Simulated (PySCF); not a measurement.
# SiHF2 (SMILES F[SiH]F) at 6 levels

Aim: a comparison of 6 runs (U-r2SCAN/STO-3G, U-wB97X-V/STO-3G, UB2PLYP/STO-3G, UB3LYP/STO-3G, UPBE/STO-3G, FCI/STO-3G) of SiHF2. 

The results are computed with PySCF 2.14.0.

8 further runs of the same task are left out: 5 that didn't finish, 3 set aside as unsound or not needed.

## 1. Starting point

SiHF2: 4 atoms, total charge 0, spin state doublet. As SMILES, `F[SiH]F`. The Si2–F3 distance was set to 2.891 Å, away from the relaxed value. At this shape a bond of the SMILES string is far longer than usual.

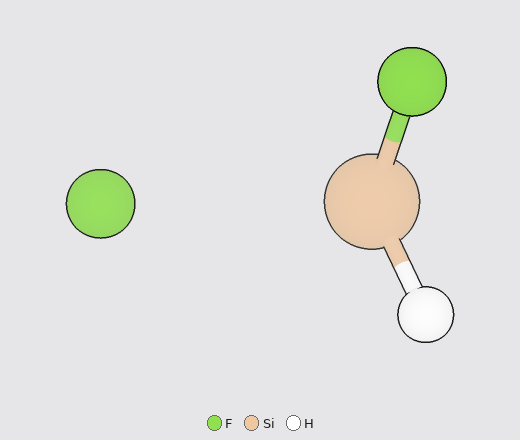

Viewed from a chosen angle; fluorine green, silicon light orange, hydrogen white.

## 2. A single-point energy at U-r2SCAN/STO-3G (run 1)

File start.xyz:

```xyz
4

F      2.191868    -0.194330    -0.448928
Si     0.936858    -1.190200    -0.339738
F     -1.234200     0.716240    -0.252780
H      1.000228    -1.873640     0.925502
```

File run.py:

```python
from pyscf import gto, dft

system = gto.Mole()
system.atom = 'start.xyz'
system.max_memory = 1860
system.basis = 'sto-3g'
system.charge = 0
system.spin = 1
system.verbose = 3
system.build()

myscf = dft.UKS(system)
myscf.xc = 'r2scan'
myscf.grids.level = 5
myscf.conv_tol = 1e-10
myscf.kernel()
if not myscf.converged:
    myscf = myscf.newton().run(myscf.mo_coeff, myscf.mo_occ)

energy = myscf.e_tot
print('E = %.10f Eh' % energy)
```

The run is started by

```console
$ OMP_NUM_THREADS=1 python run.py
```

Log:

```text
WARN: HOMO -0.221987910855217 >= LUMO -0.221987910855218

WARN: HOMO 0.0425992829528494 >= LUMO 0.0425463167154707

SCF not converged.
SCF energy = -483.272016796549 after 50 cycles  <S^2> = 0.77378468  2S+1 = 2.0236449
converged SCF energy = -483.27201679908  <S^2> = 0.7737612  2S+1 = 2.0236217
E = -483.2720167991 Eh
```

It took 35 s on 1 thread of Arm Neoverse V1, shared host; peak memory 0.46 GiB.

## 3. A single-point energy at U-wB97X-V/STO-3G (run 2)

File run.py:

```python
from pyscf import gto, dft

system = gto.M(
    atom='''
F      4.142030    -0.367230    -0.848351
Si     1.770405    -2.249152    -0.642012
F     -2.332300     1.353497    -0.477685
H      1.890157    -3.540666     1.748945
''',
    basis='sto-3g',
    verbose=3,
    unit='bohr',
    spin=1,
    max_memory=1860,
)

mf = dft.UKS(system, xc='wb97x-v')
mf.grids.level = 5
mf.nlcgrids.level = 1
mf.conv_tol = 1e-10
mf.kernel()
if not mf.converged:
    mf = mf.newton().run(mf.mo_coeff, mf.mo_occ)

e_final = mf.e_tot
print('E = %.10f Eh' % e_final)
```

The run is started by

```console
$ OMP_NUM_THREADS=1 python run.py
```

Log:

```text
WARN: HOMO -0.211635754920093 >= LUMO -0.211635754920095

converged SCF energy = -483.249581421158  <S^2> = 0.76092232  2S+1 = 2.0108927
E = -483.2495814212 Eh
```

Run time: 43 s. Hardware: 1 thread of Arm Neoverse V1, shared host; peak memory 0.21 GiB.

Runs 3 to 5 aren't shown in full; the table further down has their settings and results.

## 4. A single-point energy at FCI/STO-3G (run 6)

File run.py:

```python
from pyscf import gto, mcscf

molecule = gto.Mole()
molecule.atom = 'F 2.191868 -0.194330 -0.448928; Si 0.936858 -1.190200 -0.339738; F -1.234200 0.716240 -0.252780; H 1.000228 -1.873640 0.925502'
molecule.spin = 1
molecule.basis = 'sto-3g'
molecule.max_memory = 1860
molecule.verbose = 4
molecule.build()

mf = molecule.ROHF()
mf.conv_tol = 1e-10
mf.kernel()
if not mf.converged:
    mf = mf.newton().run(mf.mo_coeff, mf.mo_occ)

cas = mcscf.CASCI(mf, mf.mo_coeff.shape[-1] - 7, (molecule.nelec[0] - 7, molecule.nelec[1] - 7))  # full CI above the frozen core
cas.fix_spin_(ss=0.75)
cas.kernel()
etot = cas.e_tot
print('E(%s) = %.9f' % ('FCI', etot))
```

The run is started by

```console
$ OMP_NUM_THREADS=1 python run.py
```

Log:

```text
PySCF version 2.14.0

[... 116 lines left out ...]
converged SCF energy = -482.143917419619
[... 1 line left out ...]
******** <class 'pyscf.mcscf.casci.CASCI'> ********
CAS (10e+9e, 13o), ncore = 7, nvir = 0
natorb = False
canonicalization = True
sorting_mo_energy = False
******** <class 'pyscf.fci.addons.SpinPenaltyFCISolver'> ********
max. cycles = 200
conv_tol = 1e-08
davidson only = True
linear dependence = 1e-12
level shift = 0.001
max iter space = 12
nroots = 1
pspace_size = 400
spin = None
Density matrix diagonal elements [1.99732913 1.99991892 1.97903366 1.17388404 1.89487707 1.9767856
 1.95975969 1.97400847 1.93562146 1.96357832 0.07259352 0.04135802
 0.03125209]
CASCI converged
CASCI E = -482.219111603443  E(CI) = -76.5748179833371  S^2 = 0.7500000
E(FCI) = -482.219111603
```

It took 35 s on 1 thread of Arm Neoverse V1, shared host; peak memory 0.16 GiB.

## 5. All runs side by side

| run | level | nlc grid | frozen core orbitals | energy (Eh) | dipole moment (D) of the reference | HOMO energy (eV) | LUMO energy (eV) | wall time |
| --- | --- | --- | --- | --- | --- | --- | --- | --- |
| 1 | U-r2SCAN/STO-3G | – | – | -483.272017 | 1.14 | -1.89 | -0.41 | 35 s |
| 2 | U-wB97X-V/STO-3G | 1 | – | -483.249581 | 0.56 | -5.06 | 3.01 | 43 s |
| 3 | UB2PLYP/STO-3G | – | 7 | -482.999982 | 0.39 | -3.83 | 3.24 | 13 s |
| 4 | UB3LYP/STO-3G | – | – | -483.330929 | 0.89 | -2.69 | 0.29 | 21 s |
| 5 | UPBE/STO-3G | – | – | -482.983339 | 1.41 | -1.19 | -0.78 | 39 s |
| 6 | FCI/STO-3G | – | 7 | -482.219112 | 0.57 | – | – | 35 s |

## 6. Outcome

```
                                          quantity          value
                               run 6: total energy  -482.21911 Eh
       run 6: dipole moment (Hartree–Fock density)         0.57 D
run 6: correlation energy (7 core orbitals frozen)      -75.2 mEh
```

What this shows: Over runs 1, 2, 3, 4, 5 the dipole moment (its size) runs from 0.39 D (UB2PLYP/STO-3G) to 1.41 D (UPBE/STO-3G). A double hybrid's value is that of its SCF part. Totals of different functionals can't be ranked against each other. In runs 1, 2, 3, 4, 5, 6 the basis is minimal, so the values are rough. All runs together took 3.1 min, the longest 43 s.
